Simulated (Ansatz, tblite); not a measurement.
# Sn24H30 hole sphere (Sn24H30): one state, many levels, part 2 of 2

Aim: run the singlet of Sn24H30 hole sphere (Sn24H30) at one geometry on many levels, and compare frontier levels, spin and run time.

Ansatz 0.2.0, Gaussian basis; as each input shows. Earlier steps stand in the parts before.

**7. PBE-D4/def2-SVP**

File in.yaml:

```yaml
crystal:
  periodic: [false, false, false]
  atoms:
    - {symbol: Sn, position_ang: [-0.013416, -5.325687, 0.071972]}
    - {symbol: Sn, position_ang: [0.004917, -5.341888, 2.895868]}
    - {symbol: Sn, position_ang: [0.009530, -2.651166, -3.765298]}
    - {symbol: Sn, position_ang: [-2.312419, -1.345400, -4.686890]}
    - {symbol: Sn, position_ang: [0.001976, -2.680354, -0.927616]}
    - {symbol: Sn, position_ang: [-2.268694, -1.313829, 0.061009]}
    - {symbol: Sn, position_ang: [0.004712, -2.685408, 3.847400]}
    - {symbol: Sn, position_ang: [-2.278073, -1.320276, 2.898168]}
    - {symbol: Sn, position_ang: [-2.303937, 1.317842, -3.762204]}
    - {symbol: Sn, position_ang: [-2.319794, 1.335367, -0.924987]}
    - {symbol: Sn, position_ang: [-4.601119, 2.676494, 0.071292]}
    - {symbol: Sn, position_ang: [-2.327033, 1.339277, 3.847477]}
    - {symbol: Sn, position_ang: [-4.629212, 2.664225, 2.894811]}
    - {symbol: Sn, position_ang: [2.318372, -1.323431, -4.690226]}
    - {symbol: Sn, position_ang: [2.270045, -1.310087, 0.058472]}
    - {symbol: Sn, position_ang: [2.283369, -1.315057, 2.895616]}
    - {symbol: Sn, position_ang: [2.287532, 1.338655, -3.764377]}
    - {symbol: Sn, position_ang: [-0.015190, 2.682575, -4.680734]}
    - {symbol: Sn, position_ang: [2.316806, 1.340317, -0.927157]}
    - {symbol: Sn, position_ang: [-0.001714, 2.620356, 0.062256]}
    - {symbol: Sn, position_ang: [2.326121, 1.344173, 3.845727]}
    - {symbol: Sn, position_ang: [-0.002234, 2.632801, 2.899478]}
    - {symbol: Sn, position_ang: [4.621823, 2.641071, 0.068087]}
    - {symbol: Sn, position_ang: [4.624868, 2.673809, 2.891598]}
    - {symbol: H, position_ang: [-1.424207, -6.153545, -0.516253]}
    - {symbol: H, position_ang: [1.368070, -6.186336, -0.537975]}
    - {symbol: H, position_ang: [-1.387180, -6.190668, 3.497432]}
    - {symbol: H, position_ang: [1.408899, -6.184034, 3.478680]}
    - {symbol: H, position_ang: [0.019604, -4.298526, -4.340772]}
    - {symbol: H, position_ang: [-3.717869, -2.165412, -4.078321]}
    - {symbol: H, position_ang: [-2.396461, -1.390226, -6.422854]}
    - {symbol: H, position_ang: [-3.699323, -2.140312, -0.503164]}
    - {symbol: H, position_ang: [0.005620, -2.658547, 5.591559]}
    - {symbol: H, position_ang: [-3.713653, -2.151136, 3.441714]}
    - {symbol: H, position_ang: [-3.737785, 2.132924, -4.332178]}
    - {symbol: H, position_ang: [-6.039019, 1.918296, -0.544008]}
    - {symbol: H, position_ang: [-4.603357, 4.312785, -0.515343]}
    - {symbol: H, position_ang: [-2.305733, 1.325604, 5.591650]}
    - {symbol: H, position_ang: [-6.058751, 1.863784, 3.474064]}
    - {symbol: H, position_ang: [-4.672694, 4.292579, 3.500318]}
    - {symbol: H, position_ang: [2.396079, -1.371014, -6.426502]}
    - {symbol: H, position_ang: [3.734367, -2.128112, -4.085585]}
    - {symbol: H, position_ang: [3.701793, -2.133759, -0.506849]}
    - {symbol: H, position_ang: [3.720840, -2.143471, 3.437895]}
    - {symbol: H, position_ang: [3.710655, 2.171135, -4.336122]}
    - {symbol: H, position_ang: [-0.013157, 2.790874, -6.415912]}
    - {symbol: H, position_ang: [-0.023940, 4.305082, -4.059683]}
    - {symbol: H, position_ang: [-0.003928, 4.271899, -0.503703]}
    - {symbol: H, position_ang: [2.306373, 1.330338, 5.589889]}
    - {symbol: H, position_ang: [-0.003258, 4.291693, 3.442303]}
    - {symbol: H, position_ang: [6.038125, 1.820555, -0.517058]}
    - {symbol: H, position_ang: [4.687854, 4.264350, -0.549612]}
    - {symbol: H, position_ang: [6.056716, 1.896571, 3.496413]}
    - {symbol: H, position_ang: [4.648074, 4.312236, 3.470202]}
basis:
  gaussian: {orbitals: def2-SVP, fitting: {mean_field: def2-universal-jkfit}, initial_orbitals: start.molden}
hamiltonian: {xc: pbe, dispersion: d4}
scf: {omitted_lower_state_checks: [starts]}
output: {orbitals: {seedname: orbitals}}
```

Started as:

```console
ansatz run in.yaml --threads 11 --pin off --events-out ev --progress --plain --max-ram 174080MiB --backend cuda --devices 0, --max-vram 75GiB
```

Output:

```text
Functional definition: PBE
  name "PBE"
  cite "Perdew, Burke & Ernzerhof, Phys. Rev. Lett. 77, 3865 (1996) doi:10.1103/PhysRevLett.77.3865"
  parent pbe
  parameter kappa = 0.804
  parameter beta = 0.06672455060314922
  exchange = pbe_x(kappa = kappa, mu = beta*pi^2/3)
  correlation = pbe_c(beta = beta)
these checks for a lower state are left out or cut short: starts
5772 factors; integrals over basis functions are off by at most 3.3e-1 eV
mean field evaluation 1: about -140452.0673 eV, gradient 9.0e1 eV
mean field evaluation 2: about -140454.1420 eV, gradient 3.4e0 eV
mean field evaluation 4: about -140454.2205 eV, gradient 1.0e-1 eV
mean field evaluation 8: about -140454.2206 eV, gradient 1.8e-5 eV
mean field -140454.22060904 eV, -5161.5974040923 hartree, gradient 1.8e-5 eV, S^2 0.000000; 0 other end points of the search recorded, 0 dependent functions left out
reference -140454.22075692 eV, -5161.5974095266 hartree; 279, 279 occupied and 495, 495 virtual orbitals, 5772 factors
Total energy: -140458.51531115 eV, -5161.7552314834 hartree
Checks for a lower state left out: starts
```

Run time: 6 s. Hardware: 1 × H100 with 11 threads of AMD EPYC 7R13, shared host; peak host memory 1.4 GiB.

From the report: HOMO -5.66 eV, LUMO -2.94 eV.

**8. PBE0-D4/def2-SVP**

in.yaml: that of step 7 with these lines changed.

```diff
@@ -59,3 +59,3 @@
   gaussian: {orbitals: def2-SVP, fitting: {mean_field: def2-universal-jkfit}, initial_orbitals: start.molden}
-hamiltonian: {xc: pbe, dispersion: d4}
+hamiltonian: {xc: pbe0, dispersion: d4}
 scf: {omitted_lower_state_checks: [starts]}
```

The command is unchanged.

Output:

```text
Functional definition: PBE0
  name "PBE0"
  cite "Adamo & Barone, J. Chem. Phys. 110, 6158 (1999) doi:10.1063/1.478522"
  cite "Perdew, Burke & Ernzerhof, Phys. Rev. Lett. 77, 3865 (1996) doi:10.1103/PhysRevLett.77.3865"
  parent pbe
  parameter a = 0.25
  parameter kappa = 0.804
  parameter beta = 0.06672455060314922
  exchange = (1 - a)*pbe_x(kappa = kappa, mu = beta*pi^2/3) + a*exact_x
  correlation = pbe_c(beta = beta)
these checks for a lower state are left out or cut short: starts
5772 factors; integrals over basis functions are off by at most 3.3e-1 eV
mean field evaluation 1: about -140461.0268 eV, gradient 8.9e1 eV
mean field evaluation 2: about -140462.3091 eV, gradient 1.3e0 eV
mean field evaluation 4: about -140462.3062 eV, gradient 4.4e-2 eV
mean field -140462.30617855 eV, -5161.8945432912 hartree, gradient 2.3e-5 eV, S^2 0.000000; 0 other end points of the search recorded, 0 dependent functions left out
reference -140462.30628904 eV, -5161.8945473515 hartree; 279, 279 occupied and 495, 495 virtual orbitals, 5772 factors
Total energy: -140466.30912367 eV, -5162.0416488109 hartree
Checks for a lower state left out: starts
```

It took 10 s on 1 × H100 with 11 threads of AMD EPYC 7R13, shared host; peak host memory 1.4 GiB.

Report: HOMO -6.48 eV, LUMO -2.31 eV.

**9. MP2/def2-SVP**

in.yaml: that of step 8 with these lines changed.

```diff
@@ -58,4 +58,4 @@
 basis:
-  gaussian: {orbitals: def2-SVP, fitting: {mean_field: def2-universal-jkfit}, initial_orbitals: start.molden}
-hamiltonian: {xc: pbe0, dispersion: d4}
+  gaussian: {orbitals: def2-SVP, initial_orbitals: start.molden}
+correlation: {method: mp2}
 scf: {omitted_lower_state_checks: [starts]}
```

The command is unchanged.

Output:

```text
Functional definition: HF
  name "HF"
  cite "Fock, Z. Phys. 61, 126 (1930) doi:10.1007/BF01340294"
  parent pbe
  exchange = exact_x
  correlation = 0
these checks for a lower state are left out or cut short: starts
9738 factors; integrals over basis functions are off by at most 4.3e-4 eV
mean field evaluation 1: about -139812.4106 eV, gradient 9.7e1 eV
mean field evaluation 2: about -139818.9950 eV, gradient 8.3e0 eV
mean field evaluation 4: about -139819.5898 eV, gradient 7.1e-1 eV
mean field evaluation 8: about -139819.5911 eV, gradient 1.4e-5 eV
mean field -139819.59113593 eV, -5138.2752011226 hartree, gradient 2.7e-6 eV, S^2 0.000000; 0 other end points of the search recorded, 0 dependent functions left out
96 core orbitals not correlated: weight in the atoms' cores, before any rotation towards them, 1.000 or more for the frozen orbitals, at most 0.000 for the correlated occupied ones
reference -139819.59113593 eV, -5138.2752011226 hartree; 183, 183 occupied and 495, 495 virtual orbitals, 9738 factors
second order -73.04728530 eV of doubles, -0.00000000 eV of singles
Total energy: -139892.63842123 eV, -5140.9596393443 hartree
Checks for a lower state left out: starts
```

Run time: 16 s. Hardware: 1 × H100 with 11 threads of AMD EPYC 7R13, shared host; peak host memory 2.4 GiB.

Hartree-Fock HOMO -8.19 eV, LUMO 0.47 eV.

**10. Levels side by side**

| level | functions | HOMO (eV) | LUMO (eV) | gap (eV) | time |
| --- | --- | --- | --- | --- | --- |
| PBE-D4/def2-SVP | 774 | -5.66 | -2.94 | 2.72 | 6 s |
| PBE-D4/def2-TZVP | 1380 | -5.73 | -3.05 | 2.68 | 10 s |
| r2SCAN-D4/def2-TZVP | 1380 | -5.92 | -2.90 | 3.03 | 14 s |
| r2SCANh-D4/def2-TZVP | 1380 | -6.20 | -2.68 | 3.53 | 22 s |
| PBE0-D4/def2-SVP | 774 | -6.48 | -2.31 | 4.17 | 10 s |
| PBE0-D4/def2-TZVP | 1380 | -6.50 | -2.38 | 4.12 | 15 s |

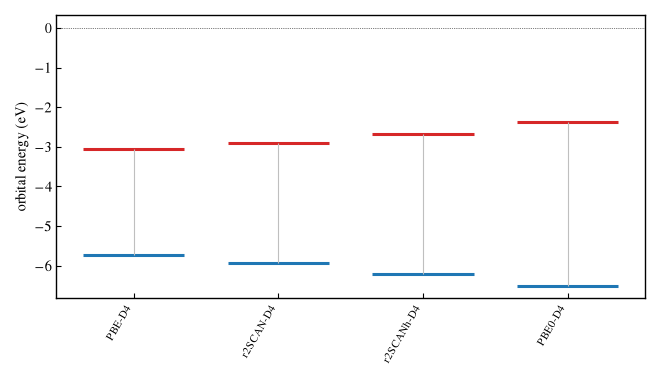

Highest filled (blue) and lowest empty (red) level in def2-TZVP.

Energy pieces by basis (eV):

```
   basis            HF  MP2 correlation               total
def2-SVP  -139819.5911         -73.0473  -139892.6384 (MP2)
```

**11. Binding energy**

Free atoms were run apart at each level; binding is atoms less cluster, divided by the number of atoms, without zero-point or spin-orbit terms.

```
               level  binding an atom (eV)
         HF/def2-SVP                 1.627
     PBE-D4/def2-SVP                 2.489
    PBE-D4/def2-TZVP                 2.499
 r2SCAN-D4/def2-TZVP                 2.504
r2SCANh-D4/def2-TZVP                 2.497
    PBE0-D4/def2-SVP                 2.484
   PBE0-D4/def2-TZVP                 2.498
        MP2/def2-SVP                 2.301
```

**12. Outcome**

The summary covers parts 1 to 2.

```
                                                 quantity                                     value
gap in def2-TZVP, named functionals, smallest and largest       2.68 eV (PBE-D4), 4.12 eV (PBE0-D4)
                         correlation energy, MP2/def2-SVP                                 -73.05 eV
                binding an atom, functionals in def2-TZVP  2.50 (r2SCANh-D4) to 2.50 eV (r2SCAN-D4)
          PBE0 total energy, smallest basis above largest             4.24 eV (def2-SVP, def2-TZVP)
```

What this shows: Orbital gaps of the named functionals in def2-TZVP span 2.68 eV (PBE-D4) to 4.12 eV (PBE0-D4); exact exchange widens it.

The slowest run with a step of its own, r2SCANh-D4/def2-TZVP, took 22 s; the quickest functional in def2-TZVP took 10 s (shared host).
